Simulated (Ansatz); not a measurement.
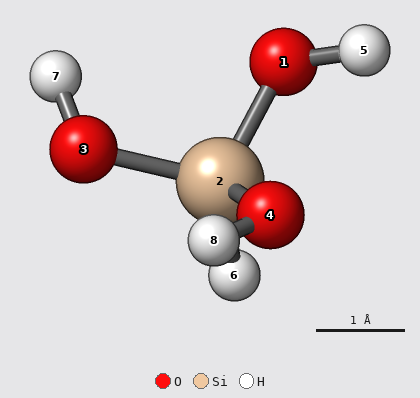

Fig. 1: The input geometry (ball-and-stick view, seen at a tilt; atoms are numbered from 1 in the order of the input). Bond lengths as drawn: H–O 0.96 to 1.03 Å, H–Si 1.47 Å and O–Si 1.59 to 1.62 Å.

Geometry relaxation of SiH₄O₃

System: SiH₄O₃.
Method: RKS PBE-D4/def2-SVP (Ansatz 0.2.0).

The geometry: force-field start. Figures and captions count atoms from 1; the log counts them from 0 in places.

**Input**
```yaml
crystal:
  periodic: [false, false, false]
  atoms:
    - {symbol: O, position_ang: [0.444200, 1.419800, -0.292100]}
    - {symbol: Si, position_ang: [-0.174300, 0.047500, 0.314600]}
    - {symbol: O, position_ang: [1.064700, -0.981000, 0.474700]}
    - {symbol: O, position_ang: [-1.150600, -0.591200, -0.769000]}
    - {symbol: H, position_ang: [-0.166400, 1.830300, -1.016700]}
    - {symbol: H, position_ang: [-0.832100, 0.295700, 1.608400]}
    - {symbol: H, position_ang: [1.986200, -0.536500, 0.513300]}
    - {symbol: H, position_ang: [-1.079600, -1.541600, -0.889100]}
basis:
  gaussian: {orbitals: def2-SVP}
hamiltonian: {xc: pbe, dispersion: d4}
relax: {f_tol: 0.03, max_steps: 200}
```

Machine: 2 CPU threads, shared host.

**What the program printed**
```
Functional definition: PBE
  name "PBE"
  cite "Perdew, Burke & Ernzerhof, Phys. Rev. Lett. 77, 3865 (1996) doi:10.1103/PhysRevLett.77.3865"
  parent pbe
  parameter kappa = 0.804
  parameter beta = 0.06672455060314922
  exchange = pbe_x(kappa = kappa, mu = beta*pi^2/3)
  correlation = pbe_c(beta = beta)
857 factors; their error is unknown
mean field evaluation 1: about -14056.1983 eV, gradient 8.7e1 eV
mean field evaluation 2: about -14018.8895 eV, gradient 1.6e2 eV
mean field evaluation 4: about -14068.9812 eV, gradient 4.9e0 eV
mean field evaluation 8: about -14068.9836 eV, gradient 1.0e-1 eV
mean field -14068.98359073 eV, -517.0256106598 hartree, gradient 3.6e-5 eV, S^2 0.000000; 0 other end points of the search recorded, 0 dependent functions left out
the calculation of the forces begins
reference -14068.98362101 eV, -517.0256117724 hartree; 21, 21 occupied and 59, 59 virtual orbitals, 857 factors
relax step   1: F+E_penalty+E_count = -14069.11650951 eV  Δ(F+E_penalty+E_count) = +0.000e0 eV  max|allowed force component| = 3.493e0 eV/Å  Δτ_max = 0.0000 Å  (24 SCF iters, accepted)
these checks for a lower state are left out or cut short: starts, cluster_reference, orbital_swaps, neighbouring_geometries, increment
857 factors; their error is unknown
mean field evaluation 16: about -14069.2836 eV, gradient 5.2e0 eV
mean field -14069.29007560 eV, -517.0368737709 hartree, gradient 7.8e-6 eV, S^2 0.000000; 0 other end points of the search recorded, 0 dependent functions left out
[... from here on the field's lines of each further geometry are left out, up to the last ...]
relax step   2: F+E_penalty+E_count = -14069.42212794 eV  Δ(F+E_penalty+E_count) = -3.056e-1 eV  max|allowed force component| = 1.313e0 eV/Å  Δτ_max = 0.0459 Å  (26 SCF iters, accepted)
relax step   3: F+E_penalty+E_count = -14069.49569261 eV  Δ(F+E_penalty+E_count) = -7.356e-2 eV  max|allowed force component| = 3.979e-1 eV/Å  Δτ_max = 0.0821 Å  (26 SCF iters, accepted)
relax step   4: F+E_penalty+E_count = -14069.50481059 eV  Δ(F+E_penalty+E_count) = -9.118e-3 eV  max|allowed force component| = 3.650e-1 eV/Å  Δτ_max = 0.0592 Å  (26 SCF iters, accepted)
relax step   5: F+E_penalty+E_count = -14069.50895023 eV  Δ(F+E_penalty+E_count) = -4.140e-3 eV  max|allowed force component| = 5.941e-1 eV/Å  Δτ_max = 0.0452 Å  (26 SCF iters, accepted)
relax step   6: F+E_penalty+E_count = -14069.39094147 eV  Δ(F+E_penalty+E_count) = +1.180e-1 eV  max|allowed force component| = 1.797e0 eV/Å  Δτ_max = 0.1941 Å  (30 SCF iters, rejected (line search))
relax step   7: F+E_penalty+E_count = -14069.53021359 eV  Δ(F+E_penalty+E_count) = -2.126e-2 eV  max|allowed force component| = 2.810e-2 eV/Å  Δτ_max = 0.0971 Å  (25 SCF iters, accepted)
relax step   8: F+E_penalty+E_count = -14069.52965244 eV  Δ(F+E_penalty+E_count) = +5.612e-4 eV  max|allowed force component| = 2.025e-1 eV/Å  Δτ_max = 0.0405 Å  (25 SCF iters, rejected (line search))
relax step   9: F+E_penalty+E_count = -14069.53083810 eV  Δ(F+E_penalty+E_count) = -6.245e-4 eV  max|allowed force component| = 4.188e-2 eV/Å  Δτ_max = 0.0197 Å  (25 SCF iters, accepted)
relax step  10: F+E_penalty+E_count = -14069.53172639 eV  Δ(F+E_penalty+E_count) = -8.883e-4 eV  max|allowed force component| = 5.774e-2 eV/Å  Δτ_max = 0.0500 Å  (25 SCF iters, accepted)
relax step  11: F+E_penalty+E_count = -14069.53203851 eV  Δ(F+E_penalty+E_count) = -3.121e-4 eV  max|allowed force component| = 1.726e-2 eV/Å  Δτ_max = 0.0059 Å  (26 SCF iters, accepted)
relax step  12: F+E_penalty+E_count = -14069.53301813 eV  Δ(F+E_penalty+E_count) = -9.796e-4 eV  max|allowed force component| = 8.066e-2 eV/Å  Δτ_max = 0.0228 Å  (25 SCF iters, accepted)
relax step  13: F+E_penalty+E_count = -14069.53485442 eV  Δ(F+E_penalty+E_count) = -1.836e-3 eV  max|allowed force component| = 9.412e-2 eV/Å  Δτ_max = 0.0315 Å  (26 SCF iters, accepted)
relax step  14: F+E_penalty+E_count = -14069.53747310 eV  Δ(F+E_penalty+E_count) = -2.619e-3 eV  max|allowed force component| = 2.655e-1 eV/Å  Δτ_max = 0.0481 Å  (27 SCF iters, accepted)
relax step  15: F+E_penalty+E_count = -14069.54085998 eV  Δ(F+E_penalty+E_count) = -3.387e-3 eV  max|allowed force component| = 2.537e-1 eV/Å  Δτ_max = 0.0744 Å  (26 SCF iters, accepted)
relax step  16: F+E_penalty+E_count = -14069.54414022 eV  Δ(F+E_penalty+E_count) = -3.280e-3 eV  max|allowed force component| = 3.415e-1 eV/Å  Δτ_max = 0.0492 Å  (26 SCF iters, accepted)
relax step  17: F+E_penalty+E_count = -14069.54413812 eV  Δ(F+E_penalty+E_count) = +2.106e-6 eV  max|allowed force component| = 4.027e-1 eV/Å  Δτ_max = 0.0064 Å  (26 SCF iters, rejected (line search))
relax step  18: F+E_penalty+E_count = -14069.54668909 eV  Δ(F+E_penalty+E_count) = -2.549e-3 eV  max|allowed force component| = 1.069e-1 eV/Å  Δτ_max = 0.0031 Å  (27 SCF iters, accepted)
relax step  19: F+E_penalty+E_count = -14069.55160177 eV  Δ(F+E_penalty+E_count) = -4.913e-3 eV  max|allowed force component| = 2.394e-1 eV/Å  Δτ_max = 0.1000 Å  (26 SCF iters, accepted)
relax step  20: F+E_penalty+E_count = -14069.55403604 eV  Δ(F+E_penalty+E_count) = -2.434e-3 eV  max|allowed force component| = 2.675e-2 eV/Å  Δτ_max = 0.0198 Å  (25 SCF iters, accepted)
relax step  21: F+E_penalty+E_count = -14069.51778366 eV  Δ(F+E_penalty+E_count) = +3.625e-2 eV  max|allowed force component| = 1.077e0 eV/Å  Δτ_max = 0.1262 Å  (31 SCF iters, rejected (line search))
relax step  22: F+E_penalty+E_count = -14069.55585649 eV  Δ(F+E_penalty+E_count) = -1.820e-3 eV  max|allowed force component| = 4.685e-2 eV/Å  Δτ_max = 0.0414 Å  (26 SCF iters, accepted)
relax step  23: F+E_penalty+E_count = -14069.55483954 eV  Δ(F+E_penalty+E_count) = +1.017e-3 eV  max|allowed force component| = 5.356e-1 eV/Å  Δτ_max = 0.0995 Å  (27 SCF iters, rejected (line search))
relax step  24: F+E_penalty+E_count = -14069.55802309 eV  Δ(F+E_penalty+E_count) = -2.167e-3 eV  max|allowed force component| = 3.419e-2 eV/Å  Δτ_max = 0.0401 Å  (26 SCF iters, accepted)
relax step  25: F+E_penalty+E_count = -14069.56007484 eV  Δ(F+E_penalty+E_count) = -2.052e-3 eV  max|allowed force component| = 1.351e-1 eV/Å  Δτ_max = 0.0488 Å  (26 SCF iters, accepted)
relax step  26: F+E_penalty+E_count = -14069.56062161 eV  Δ(F+E_penalty+E_count) = -5.468e-4 eV  max|allowed force component| = 2.902e-1 eV/Å  Δτ_max = 0.0510 Å  (26 SCF iters, accepted)
relax step  27: F+E_penalty+E_count = -14069.56299328 eV  Δ(F+E_penalty+E_count) = -2.372e-3 eV  max|allowed force component| = 1.749e-1 eV/Å  Δτ_max = 0.0483 Å  (26 SCF iters, accepted)
relax step  28: F+E_penalty+E_count = -14069.55800400 eV  Δ(F+E_penalty+E_count) = +4.989e-3 eV  max|allowed force component| = 4.113e-1 eV/Å  Δτ_max = 0.0628 Å  (27 SCF iters, rejected (line search))
the calculation of the forces begins
reference -14069.43344081 eV, -517.0421423451 hartree; 21, 21 occupied and 59, 59 virtual orbitals, 857 factors
relax step  29: F+E_penalty+E_count = -14069.56427439 eV  Δ(F+E_penalty+E_count) = -1.281e-3 eV  max|allowed force component| = 2.745e-2 eV/Å  Δτ_max = 0.0314 Å  (26 SCF iters, accepted)
857 factors; their error is unknown
mean field evaluation 224: about -14069.4334 eV, gradient 3.5e-2 eV
```

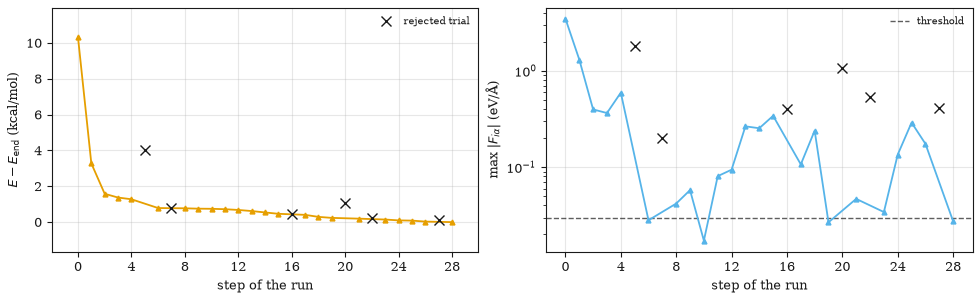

Fig. 2: Progress of the relaxation, step by step (the first geometry is step 0 here and step 1 in the log).

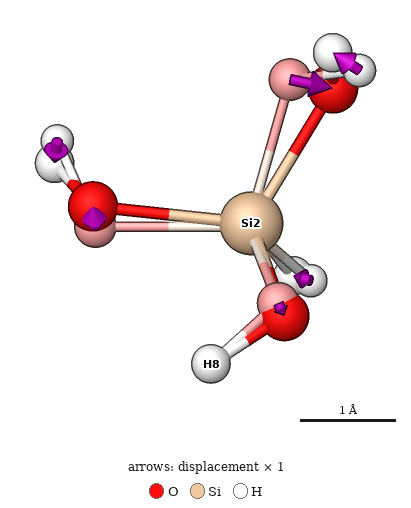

Fig. 3: Start (faint) and end (solid) with the displacements as pink arrows, at true length (ball-and-stick view, seen at a tilt). The two geometries are laid on each other by the best rigid fit. The largest move after the best rigid fit is that of O1, 0.47 Å. Largest moves by element: O 0.47 Å, H 0.36 Å, Si 0.05 Å. Distances before and after: Si2–O4 1.592 → 1.669 Å, Si2–O3 1.618 → 1.678 Å, O1–H5 1.033 → 0.974 Å, O3–H7 1.024 → 0.973 Å. Among the angles that change: O1–Si2–O3 106.4° → 114.8°, O1–Si2–H6 110.9° → 103.8°, Si2–O4–H8 115.9° → 112.9°. The energy falls by 10.3 kcal/mol in 28 geometry steps. The largest force component goes from 3.5 to 0.027 eV/Å. The line search rejected the trial steps at points 5, 7, 16, 20, 22, 27 (counted from 0) and went back. (Atoms are counted from 1 in the order of the input.)

```
mean field -14069.43341142 eV, -517.0421412653 hartree, gradient 8.6e-6 eV, S^2 0.000000; 1 other end points of the search recorded, 0 dependent functions left out
the calculation of the forces begins
reference -14069.43344081 eV, -517.0421423451 hartree; 21, 21 occupied and 59, 59 virtual orbitals, 857 factors
Total energy: -14069.56430378 eV, -517.0469514705 hartree
Atom 0 at     0.059298     1.659920    -0.221471 Å, force    -0.000782     0.000782    -0.005590 eV/Å
Atom 1 at    -0.179483     0.091423     0.286981 Å, force     0.012157    -0.009242    -0.022459 eV/Å
Atom 2 at     1.173460    -0.895305     0.182575 Å, force     0.018462     0.016825     0.016425 eV/Å
Atom 3 at    -1.287381    -0.641775    -0.723008 Å, force     0.009019    -0.027452     0.000914 eV/Å
Atom 4 at     0.149300     1.753118    -1.186997 Å, force     0.002401     0.006948    -0.000542 eV/Å
Atom 5 at    -0.636908     0.240012     1.699247 Å, force    -0.001756     0.002369     0.026807 eV/Å
Atom 6 at     1.896181    -0.685844     0.799637 Å, force    -0.022666    -0.007500    -0.010037 eV/Å
Atom 7 at    -1.082368    -1.578549    -0.892864 Å, force    -0.016834     0.017270    -0.005518 eV/Å
Dipole moment:     0.305996    -0.190368    -0.055957 e Å
```

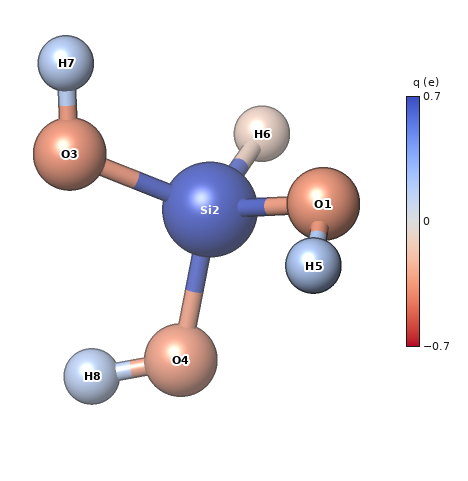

Fig. 4: Mulliken charges, as the colour of each atom (ball-and-stick view, seen at a tilt; atoms are numbered from 1 in the order of the input). By element: O −0.38 to −0.35, Si +0.66 and H −0.13 to +0.19 e.

**Results in brief**

| quantity | value |
| --- | --- |
| outcome | converged |
| total energy | −14069.5643 eV |
| mean-field energy | −14069.4334 eV |
| dispersion energy | −0.1309 eV |
| SCF solution under orbital rotations | stable |
| largest force (length of the vector) at the end | 0.030 eV/Å |
| dipole moment | 1.75 D |
| wall time | 25 s (CPU time 45 s) |
| peak memory | 0.15 GiB |
